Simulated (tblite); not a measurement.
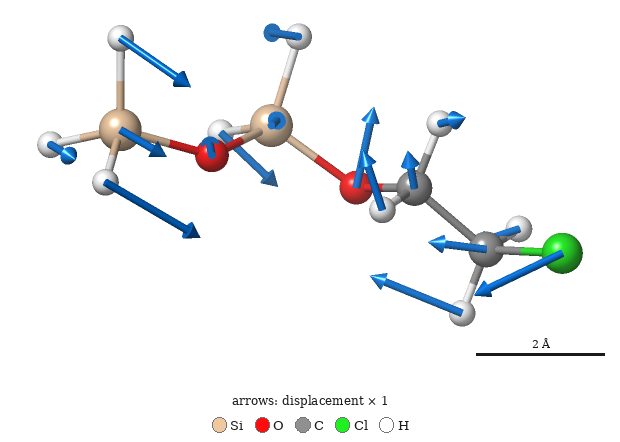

This is a relaxation of C2H9ClO2Si2. The starting structure is drawn; blue arrows show the displacements, at their true length. The two geometries are superimposed by the best rigid fit.

Style: ball-and-stick. Shown from a free direction.

The calculation used GFN2-xTB geometry optimisation, gas phase in tblite 0.8.0. 

What happened in the run?

An H atom moves most after the best rigid fit: 1.86 Å. Largest moves by element: H 1.86 Å, Cl 1.57 Å, O 1.34 Å, C 0.96 Å, Si 0.85 Å. Among the contacts that change: C–O 1.437 → 1.392 Å, O–Si 1.661 → 1.625 Å, H–Si 1.490 → 1.460 Å, O–Si 1.646 → 1.618 Å. Bond angles that change, for instance: Si–O–Si 138.6° → 158.6°, Si–O–C 117.1° → 128.7°, H–Si–H 109.2° → 117.8°. Groups turn about O–Si by about 175°, C–O by about 110°, O–Si by about 105°. After 250 geometry steps the energy has fallen by 7.55 kcal/mol.
